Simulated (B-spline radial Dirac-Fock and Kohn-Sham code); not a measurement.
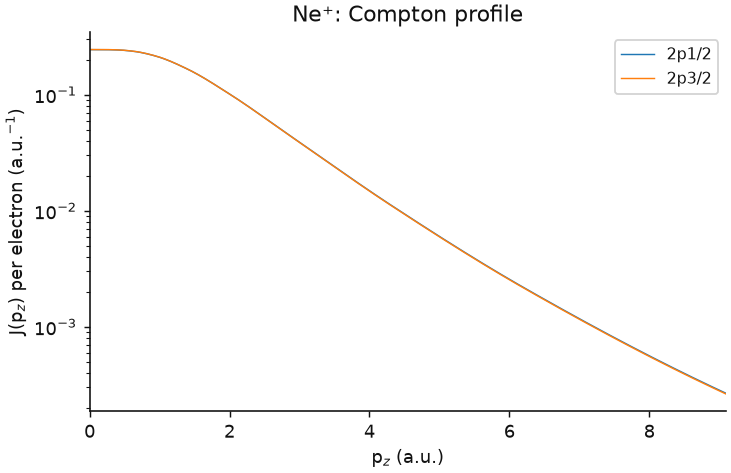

Compton profiles of the subshells 2p1/2 and 2p3/2, per electron. Species: neon in charge state +1 (Ne⁺), configuration [He] 2s2 2p5. Computed with a B-spline radial code: the impulse approximation on Dirac–Fock orbitals (average of configuration). Open shells are averaged over j.

Which of them has the largest mean momentum?

2p1/2, ⟨p⟩ = 2.70 a.u.

Which of the subshells shown has the highest J(0), and what does that say?

2p3/2, J(0) = 0.246 a.u.⁻¹. J(0) is half the mean of 1/p, so of those shown it has the most weight at low momentum.
